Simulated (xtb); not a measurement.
Scan of H3 (anion, charge -1), singlet: collinear H-H-H surface. Scanned: first H-H distance and second H-H distance.

Cartesian coordinates as functions of the variables (Å; names that start with a are angles):
```
H  0  0  -r1
H  0  0  0
H  0  0  r2
```

Level of theory: GFN1-xTB (xtb).

Energy in kcal/mol above the lowest grid point; x is the first H-H distance (Å), y the second H-H distance (Å).

```csv
y \ x,0.63,0.68,0.73,0.79,0.86,0.93,1,1.12,1.20,1.41,1.57,1.78,2.15
2.15,16.5,7.5,3.0,2.0,4.4,8.5,12.8,19.3,22.9,30.9,36.5,43.8,54.9
1.74,17.6,7.7,2.3,0.0,0.9,3.3,5.8,9.9,12.4,19.1,24.4,31.4,42.4
1.52,23.1,12.1,5.6,2.0,1.3,2.1,3.2,5.5,7.2,12.6,17.4,24.0,34.8
1.41,28.1,16.3,9.0,4.4,2.6,2.4,2.7,3.9,5.0,9.6,14.0,20.3,30.9
1.22,42.2,28.2,18.9,12.0,7.8,5.5,4.0,2.9,2.9,5.4,8.8,14.1,23.8
1.08,58.9,42.7,31.2,21.9,15.3,11.0,7.8,4.4,3.2,3.4,5.5,9.4,17.3
1.02,68.4,51.0,38.3,27.8,19.9,14.6,10.5,5.8,4.0,2.9,4.1,7.2,14.0
0.94,84.0,64.5,50.0,37.5,27.7,20.7,15.2,8.7,5.8,2.5,2.4,4.1,9.1
0.87,100.9,79.2,62.8,48.2,36.4,27.7,20.8,12.1,8.2,2.5,1.1,1.4,5.0
0.81,119.0,95.1,76.6,60.0,46.0,35.6,27.2,16.6,11.5,3.6,0.9,0.0,2.4
0.74,146.9,119.7,98.4,78.8,62.0,49.2,38.8,25.4,18.9,7.9,3.7,1.4,2.6
0.68,178.7,148.1,123.9,101.3,81.6,66.4,54.1,37.9,29.9,16.3,10.7,7.3,7.5
0.63,212.7,178.7,151.6,126.1,103.7,86.2,72.0,53.4,44.1,28.1,21.4,17.1,16.5
```

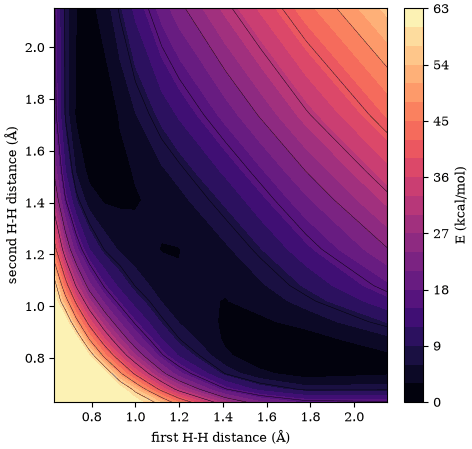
Energy surface, cut off at 63 kcal/mol.

Points that lie below all their neighbours on the grid: x = 1.78, y = 0.81 (0.0 kcal/mol); x = 0.79, y = 1.74 (0.0 kcal/mol). The lowest path on the grid from the first to the second passes x = 1.20, y = 1.08 at 3.2 kcal/mol.
